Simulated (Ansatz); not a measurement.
A series of calculations on CH5BS

**1. Relaxation**

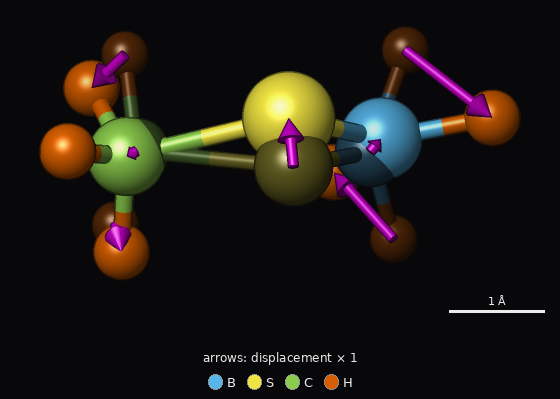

A relaxation of CH5BS. The starting structure is drawn faded, the final one solid; purple arrows show the displacements, at their true length. The two geometries are superimposed by the best rigid fit.

Style: ball-and-stick. Shown at a tilt.

The run prepares an end point of a later path (torsion) calculation, from a guessed geometry.

Method: Ansatz, RHF/def2-SVP.

Input file:
```yaml
crystal:
  periodic: [false, false, false]
  atoms:
    - { symbol: B, position_ang: [-0.8531, 0.8206, -0.8732] }
    - { symbol: S, position_ang: [0.8501, 0.177, -0.9667] }
    - { symbol: C, position_ang: [0.7009, -0.6752, 0.6213] }
    - { symbol: H, position_ang: [-1.7263, 0.251, -1.3315] }
    - { symbol: H, position_ang: [-1.101, 1.9068, -0.3978] }
    - { symbol: H, position_ang: [0.5409, 0.0696, 1.4477] }
    - { symbol: H, position_ang: [1.7207, -1.1907, 0.8442] }
    - { symbol: H, position_ang: [-0.04, -1.4163, 0.6002] }
basis:
  gaussian: { orbitals: def2-SVP }
hamiltonian:
  xc: hf
relax:
  f_tol: 0.015
  max_steps: 40
```

Launched with:
```bash
ansatz run input.yaml --threads 1 --pin off --max-ram 2048MiB --backend cpu --events-out ev --progress --plain --runs-dir out
```

What happened in the run?

After 27 accepted moves (32 points after the start) the energy has fallen by 25.9 kcal/mol. The largest force component goes from 3.3 to 0.01 eV/Å. The line search rejected the trial steps at points 1, 11, 17, 24, 31 of the run. The forces were under the threshold at step 14, but the run went on from there. The largest move after the best rigid fit is that of H5, 1.26 Å. Largest moves by element: H 1.26 Å, S 0.55 Å, B 0.18 Å, C 0.12 Å. Near-neighbour distances that change, for instance: C3–H7 1.164 → 1.088 Å, B1–H4 1.139 → 1.197 Å, B1–S2 1.823 → 1.776 Å, C3–H8 1.048 → 1.087 Å. Bond angles that change, for instance: B1–S2–C3 92.5° → 105.2°, H4–B1–H5 116.7° → 122.2°, S2–B1–H5 121.9° → 116.5°. Groups turn about B1–S2 by about 90°. The run took 53 s on 1 thread of Intel(R) Xeon(R) Processor @ 2.70GHz, with other jobs on the host, peak memory 0.14 GiB.

**2. Relaxation**

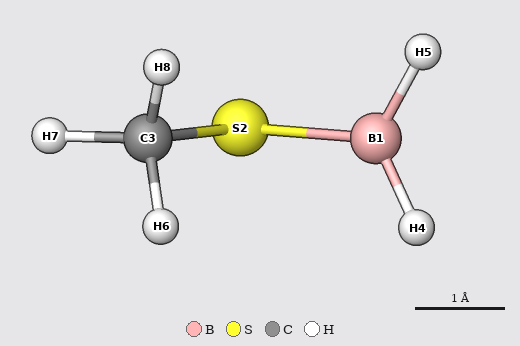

This is the input geometry for a relaxation of CH5BS. The picture is a ball-and-stick view, seen face on.

The run prepares an end point of a later path (torsion) calculation, from a guessed geometry.

These are results of RHF/def2-SVP (Ansatz 0.2.0), not measurements.

The input:
```yaml
crystal:
  periodic: [false, false, false]
  atoms:
    - { symbol: B, position_ang: [-0.8531, 0.8206, -0.8732] }
    - { symbol: S, position_ang: [0.8501, 0.177, -0.9667] }
    - { symbol: C, position_ang: [1.1488, 0.97271, -2.56291] }
    - { symbol: H, position_ang: [-1.7263, 0.251, -1.3315] }
    - { symbol: H, position_ang: [-1.101, 1.9068, -0.3978] }
    - { symbol: H, position_ang: [0.45908, 0.549, -3.34266] }
    - { symbol: H, position_ang: [2.22772, 0.69515, -2.90102] }
    - { symbol: H, position_ang: [1.0873, 2.01701, -2.49776] }
basis:
  gaussian: { orbitals: def2-SVP }
hamiltonian:
  xc: hf
relax:
  f_tol: 0.015
  max_steps: 40
```

Launched with:
```bash
ansatz run input.yaml --threads 1 --pin off --max-ram 2048MiB --backend cpu --events-out ev --progress --plain --runs-dir out
```

> Predict the outcome.

The largest move after the best rigid fit is that of H4, 1.30 Å. Largest moves by element: H 1.30 Å, S 0.52 Å, B 0.16 Å, C 0.14 Å. Among the contacts that change: C3–H7 1.164 → 1.088 Å, B1–H4 1.139 → 1.196 Å, B1–S2 1.823 → 1.776 Å, C3–H8 1.048 → 1.087 Å. Among the angles between lasting bonds that change: B1–S2–C3 92.5° → 105.1°, H4–B1–H5 116.7° → 122.1°, S2–B1–H4 121.3° → 116.6°. Groups turn about B1–S2 by about 90°. Over 31 accepted moves (37 points after the start) the energy falls by 25.6 kcal/mol. Largest force component: 2.6 eV/Å at the start, 0.01 eV/Å at the end. The line search rejected the trial steps at points 2, 11, 18, 23, 29, 35 of the run. The forces were under the threshold at step 30, but the run went on from there.

Final geometry:

```xyz
8

B    -0.9906    0.7391   -0.8814
S     0.5448   -0.0372   -1.3234
C     1.2636    1.0322   -2.6124
H    -1.6406    0.1962   -0.0374
H    -1.3483    1.7537   -1.4059
H     0.6154    1.0704   -3.4844
H     2.2192    0.5986   -2.8990
H     1.4291    2.0362   -2.2296
```

After the run, drawn alike:

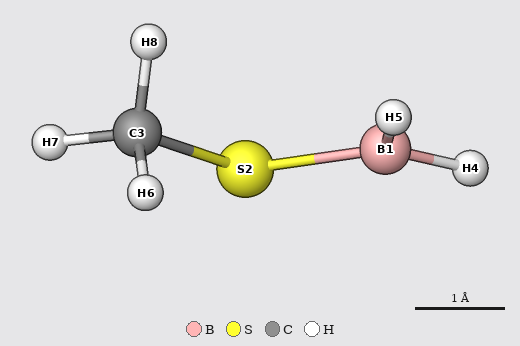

**3. Path**

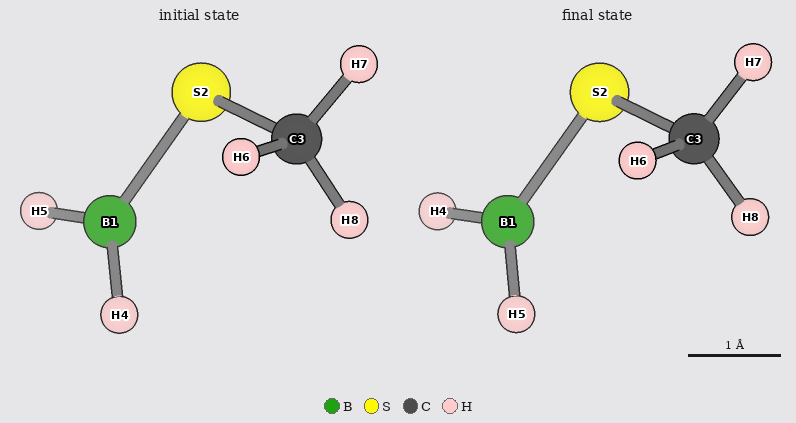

The two relaxed end points of a path for CH5BS. The picture is a ball-and-stick view, seen from a free direction.

These are results of RHF/def2-SVP (Ansatz 0.2.0), not measurements.

Run with 7 movable images; climbing image; force threshold 0.05 eV/Å; iteration limit 60.

Start:
```xyz
8

B    -0.8941    1.0229   -0.8314
S     0.8073    0.6078   -0.5331
C     0.7595   -0.7980    0.6253
H    -1.7841    0.4132   -0.3126
H    -1.0976    1.9373   -1.5736
H     0.3400   -0.4922    1.5809
H     1.7841   -1.1307    0.7774
H     0.1772   -1.6175    0.2113
```

End:
```xyz
8

B    -0.8937    1.0211   -0.8325
S     0.8056    0.5700   -0.5787
C     0.7589   -0.7983    0.6243
H    -1.1006    1.9158   -1.5981
H    -1.7798    0.4529   -0.2629
H     0.3300   -0.4662    1.5665
H     1.7850   -1.1172    0.7941
H     0.1867   -1.6352    0.2315
```

**What barrier does the band find between them, and by what path?**

The two ends have the same energy, and the highest point, image 5, lies 0.86 eV above the start. The motion is a rotation about the B1–S2 bond by about 180°. No bond forms or breaks between the ends. Among the angles between lasting bonds that change up to the highest image: B1–S2–C3 105.2° → 96.8°, S2–C3–H6 110.6° → 106.0°. The band is converged.

Energies of the converged images:

| image | path (Å) | E (eV) |
| --- | --- | --- |
| 0 | 0.00 | 0.000 |
| 1 | 0.97 | 0.004 |
| 2 | 1.93 | 0.003 |
| 3 | 2.90 | 0.000 |
| 4 | 3.87 | 0.376 |
| 5 | 4.84 | 0.865 |
| 6 | 5.98 | 0.247 |
| 7 | 7.12 | 0.005 |
| 8 | 8.26 | 0.000 |

The geometry at the top of the path:

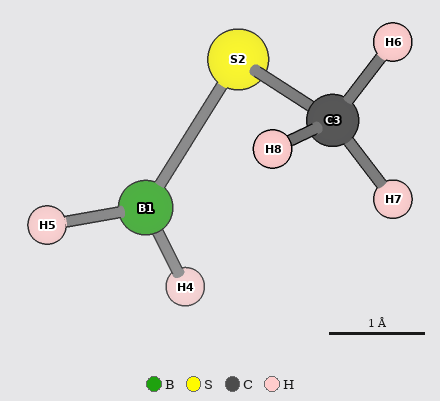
